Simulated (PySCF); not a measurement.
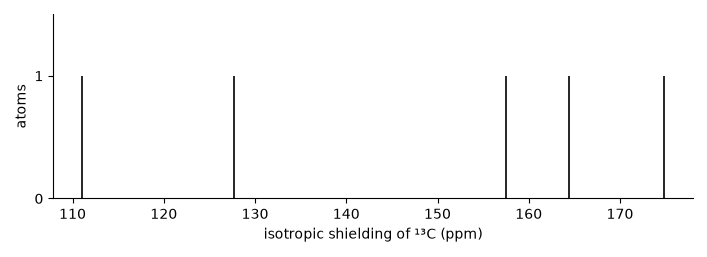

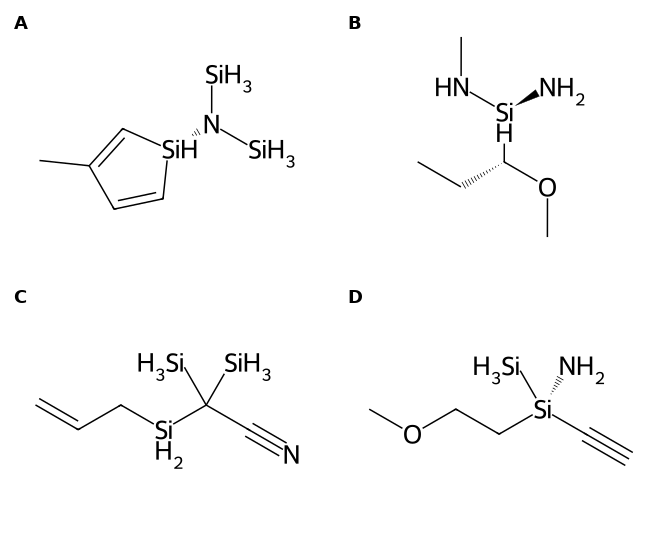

The sticks are computed shieldings of one of the molecules, for one fixed geometry (GFN2-xTB) without averaging over rotations. Low shielding means a high chemical shift. Method: GIAO PBE0/pcSseg-1 NMR shielding, non-relativistic, gas phase (PySCF 2.14.0).

Which molecule gives this pattern?

Answer. B, `CC[C@@H](OC)[Si@H](N)NC`. Its 5 C atoms give lines at 111.1, 127.7, 157.5, 164.5, 174.8 ppm.

The geometry is semi-empirical. Around Si such bond lengths and angles can be off by a tenth of an ångström or more and by several degrees, and values that hang on the shape move with them.
